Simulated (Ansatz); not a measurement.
**SnH4 (SMILES [SnH4]) at 4 levels**

Wanted: a comparison of 4 runs (B2PLYP/STO-3G, BLYP/STO-3G, PBE/STO-3G, MP2/STO-3G) of SnH4. 

Program for the calculation: Ansatz 0.2.0.

32 further runs of the same task are left out: 3 that didn't finish, 29 set aside as unsound or not needed.

## 1. The molecule

The species is SnH4 (5 atoms), meant as a singlet with charge 0. SMILES: `[SnH4]`. The H4–Sn1 distance was set to 2.130 Å, away from the relaxed value.

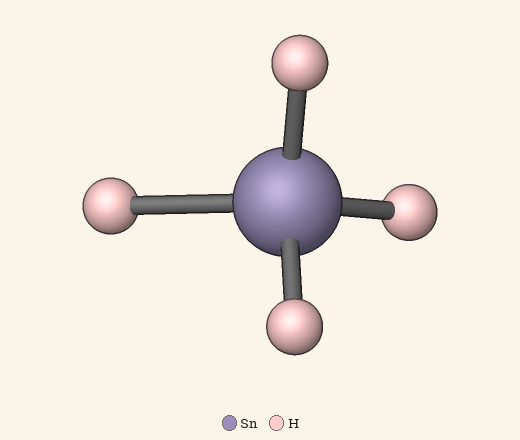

Viewed from a chosen angle; tin purple, hydrogen pink.

## 2. A single-point energy at B2PLYP/STO-3G (run 1)

File job.yaml:

```yaml
crystal:
  periodic: [false, false, false]
  atoms:
    - {symbol: Sn, position_ang: [0.029243, 0.243691, 0.348209]}
    - {symbol: H, position_ang: [0.853133, -0.609799, 1.571109]}
    - {symbol: H, position_ang: [-1.534397, 0.647101, 0.891309]}
    - {symbol: H, position_ang: [-0.116810, -0.974610, -1.392490]}
    - {symbol: H, position_ang: [0.885683, 1.668321, -0.025471]}
basis:
  gaussian:
    orbitals: STO-3G
hamiltonian:
  xc: {name: B2PLYP}
correlation:
  frozen_orbitals: {H: 0, Sn: 18}
accuracy: high
```

Started as:

```bash
$ ansatz run job.yaml --threads 1 --pin off --max-ram 3480MiB --events-out events.jsonl --progress --plain --runs-dir runs
```

What it wrote:

```text
Warning: RAYON_NUM_THREADS=1 ignored (pool sized by the plan → 1); use --threads N
Functional definition: B2PLYP
  name "B2PLYP"
  parameter a = 0.53
  parameter c = 0.27
  exchange = (1 - a)*b88_x + a*exact_x
  correlation = (1 - c)*lyp_c + c*(mp2_os + mp2_ss)
543 factors; integrals over basis functions are off by at most 4.9e-9 eV
mean field evaluation 1: about -162374.3536 eV, gradient 6.9e0 eV
mean field evaluation 2: about -162374.2812 eV, gradient 6.8e0 eV
mean field evaluation 4: about -162374.5838 eV, gradient 2.5e-1 eV
mean field evaluation 8: about -162374.5840 eV, gradient 1.5e-4 eV
mean field -162374.58396283 eV, -5967.1558991881 hartree, gradient 6.3e-8 eV, S^2 0.000000; 0 other end points of the search recorded, 0 dependent functions left out
18 core orbitals not correlated: weight in the atoms' cores, before any rotation towards them, 1.000 or more for the frozen orbitals, at most 0.000 for the correlated occupied ones
reference -162374.58397970 eV, -5967.1558998079 hartree; 9, 9 occupied and 4, 4 virtual orbitals, 543 factors
second order -1.77709185 eV of doubles, -0.00000000 eV of singles
Total energy: -162375.06379450 eV, -5967.1735326765 hartree
```

Wall time 1.9 s (1 thread of Arm Neoverse V2, shared host); peak memory 0.1 GiB.

## 3. The energy at BLYP/STO-3G (run 2)

File run.yaml:

```yaml
crystal:
  periodic: [false, false, false]
  atoms:
    - symbol: Sn
      position_ang: [0.029243, 0.243691, 0.348209]
    - symbol: H
      position_ang: [0.853133, -0.609799, 1.571109]
    - symbol: H
      position_ang: [-1.534397, 0.647101, 0.891309]
    - symbol: H
      position_ang: [-0.116810, -0.974610, -1.392490]
    - symbol: H
      position_ang: [0.885683, 1.668321, -0.025471]
basis:
  gaussian:
    orbitals: STO-3G
accuracy: high
hamiltonian:
  xc: {name: BLYP}
```

Started as:

```bash
$ ansatz run run.yaml --threads 1 --pin off --max-ram 3480MiB --events-out events.jsonl --progress --plain --runs-dir runs
```

What it wrote:

```text
Warning: RAYON_NUM_THREADS=1 ignored (pool sized by the plan → 1); use --threads N
Functional definition: BLYP
  name "BLYP"
  parameter beta = 0.0042
  parameter a = 0.04918
  parameter b = 0.132
  parameter c = 0.2533
  parameter d = 0.349
  exchange = b88_x(beta = beta)
  correlation = lyp_c(a = a, b = b, c = c, d = d)
543 factors; integrals over basis functions are off by at most 4.9e-9 eV
mean field evaluation 1: about -162383.6577 eV, gradient 1.4e1 eV
mean field evaluation 2: about -162383.3024 eV, gradient 1.5e1 eV
mean field evaluation 4: about -162384.5971 eV, gradient 2.7e-1 eV
mean field evaluation 8: about -162384.4791 eV, gradient 1.5e-3 eV
mean field -162384.47911191 eV, -5967.5195392094 hartree, gradient 3.7e-8 eV, S^2 0.000000; 0 other end points of the search recorded, 0 dependent functions left out
reference -162384.47914768 eV, -5967.5195405240 hartree; 27, 27 occupied and 4, 4 virtual orbitals, 543 factors
Total energy: -162384.47914768 eV, -5967.5195405240 hartree
```

Run time: 1.3 s. Hardware: 1 thread of Arm Neoverse V2, shared host; peak memory 0.095 GiB.

## 4. A single-point energy at PBE/STO-3G (run 3)

File input.yaml:

```yaml
crystal:
  periodic: [false, false, false]
  atoms:
    - {symbol: Sn, position_ang: [0.029243, 0.243691, 0.348209]}
    - {symbol: H, position_ang: [0.853133, -0.609799, 1.571109]}
    - {symbol: H, position_ang: [-1.534397, 0.647101, 0.891309]}
    - {symbol: H, position_ang: [-0.116810, -0.974610, -1.392490]}
    - {symbol: H, position_ang: [0.885683, 1.668321, -0.025471]}
basis:
  gaussian: {orbitals: STO-3G}
hamiltonian: {xc: {name: PBE}}
accuracy: high
```

Started as:

```bash
$ ansatz run input.yaml --threads 1 --pin off --max-ram 3480MiB --events-out events.jsonl --progress --plain --runs-dir runs
```

What it wrote:

```text
Warning: RAYON_NUM_THREADS=1 ignored (pool sized by the plan → 1); use --threads N
Functional definition: PBE
  name "PBE"
  parameter kappa = 0.804
  parameter beta = 0.06672455060314922
  exchange = pbe_x(kappa = kappa, mu = beta*pi^2/3)
  correlation = pbe_c(beta = beta)
543 factors; integrals over basis functions are off by at most 4.9e-9 eV
mean field evaluation 1: about -162370.9490 eV, gradient 1.2e1 eV
mean field evaluation 2: about -162370.6955 eV, gradient 1.3e1 eV
mean field evaluation 4: about -162371.6990 eV, gradient 2.3e-1 eV
mean field evaluation 8: about -162371.5800 eV, gradient 1.3e-3 eV
mean field -162371.58000950 eV, -5967.0455059391 hartree, gradient 1.6e-8 eV, S^2 0.000000; 0 other end points of the search recorded, 0 dependent functions left out
reference -162371.58001129 eV, -5967.0455060051 hartree; 27, 27 occupied and 4, 4 virtual orbitals, 543 factors
Total energy: -162371.58001129 eV, -5967.0455060051 hartree
```

Run time: 1.3 s. Hardware: 1 thread of Arm Neoverse V2, shared host; peak memory 0.094 GiB.

## 5. A single-point energy at MP2/STO-3G (run 4)

File input.yaml:

```yaml
crystal:
  periodic: [false, false, false]
  atoms:
    - symbol: Sn
      position_ang: [0.029243, 0.243691, 0.348209]
    - symbol: H
      position_ang: [0.853133, -0.609799, 1.571109]
    - symbol: H
      position_ang: [-1.534397, 0.647101, 0.891309]
    - symbol: H
      position_ang: [-0.116810, -0.974610, -1.392490]
    - symbol: H
      position_ang: [0.885683, 1.668321, -0.025471]
basis:
  gaussian:
    orbitals: STO-3G
magnetization:
  spin_polarized: false
  initial_magnetization: 0
correlation:
  method: mp2
  frozen_orbitals: {H: 0, Sn: 18}
accuracy: high
```

Started as:

```bash
$ ansatz run input.yaml --threads 1 --pin off --max-ram 3480MiB --events-out events.jsonl --progress --plain --runs-dir runs
```

What it wrote:

```text
Warning: RAYON_NUM_THREADS=1 ignored (pool sized by the plan → 1); use --threads N
Functional definition: HF
  name "HF"
  exchange = exact_x
  correlation = 0
543 factors; integrals over basis functions are off by at most 4.9e-9 eV
mean field evaluation 1: about -162330.7959 eV, gradient 6.2e0 eV
mean field evaluation 2: about -162330.7563 eV, gradient 6.1e0 eV
mean field evaluation 4: about -162331.0057 eV, gradient 1.4e-1 eV
mean field evaluation 8: about -162331.0054 eV, gradient 4.3e-5 eV
mean field -162331.00540794 eV, -5965.5544168343 hartree, gradient 1.6e-8 eV, S^2 0.000000; 0 other end points of the search recorded, 0 dependent functions left out
18 core orbitals not correlated: weight in the atoms' cores, before any rotation towards them, 1.000 or more for the frozen orbitals, at most 0.000 for the correlated occupied ones
reference -162331.00540794 eV, -5965.5544168343 hartree; 9, 9 occupied and 4, 4 virtual orbitals, 543 factors
second order -1.35391752 eV of doubles, -0.00000000 eV of singles
Total energy: -162332.35932546 eV, -5965.6041723856 hartree
```

Run time: 0.38 s. Hardware: 1 thread of Arm Neoverse V2, shared host.

## 6. All runs side by side

```csv
run,level,frozen core orbitals,energy (Eh),wall time
1,B2PLYP/STO-3G,18,-5967.173533,1.9 s
2,BLYP/STO-3G,–,-5967.519541,1.3 s
3,PBE/STO-3G,–,-5967.045506,1.3 s
4,MP2/STO-3G,18,-5965.604172,0.38 s
```

## 7. What came out

```
                                           quantity           value
                                run 4: total energy  -5965.60417 Eh
run 4: correlation energy (18 core orbitals frozen)       -49.8 mEh
```

**Reading.** Totals of different functionals can't be ranked against each other. In runs 1, 2, 3, 4 the basis is minimal, so the values are rough. In runs 1, 2, 3, 4 relativity is left out where basis or elements ask for it. All runs together took 4.8 s, the longest 1.9 s.
